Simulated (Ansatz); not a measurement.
```csv
atom,x (Å),y (Å),z (Å)
W,-0.1981,-0.2018,-0.3613
F,0.0600,-0.0526,1.5128
Cl,2.1214,-0.2871,-0.5808
Cl,-0.1207,2.0940,-0.5135
Cl,-2.4825,-0.1147,0.0131
Cl,-0.2402,-2.5082,-0.0788
Cl,-0.4892,-0.4352,-2.6318
O,1.9375,2.0870,2.0601
H,2.6193,1.4951,1.6881
H,1.3445,1.4511,2.5048
```

Core potentials replace the inner electrons of W.

Computed with Ansatz 0.2.0, RKS PBE/def2-SVP.

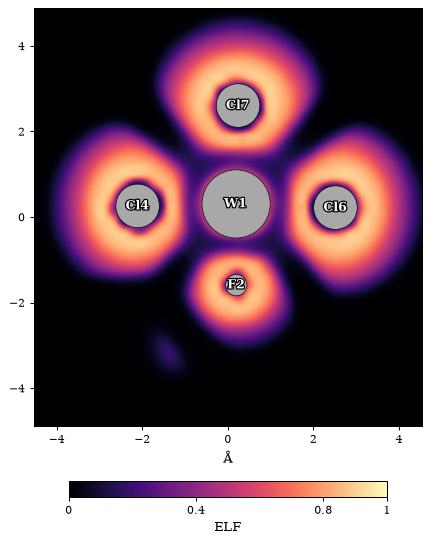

Cl5FW···H2O. ELF on the plane of atoms Cl6, W1 and Cl7. Grey discs cover the atomic cores.

> Read the bonding off the picture.

- Atoms in the plane: W, F and Cl.
- W–F (1.90 Å): the ELF peaks at about 0.85 in the valence shell of F, 0.5 Å from its nucleus, and drops to about 0.25 between the two atoms.
- W–Cl (2.30 Å): the ELF peaks at about 0.85 in the valence shell of Cl, 0.8 Å from its nucleus, and is about 0.35 at the midpoint.
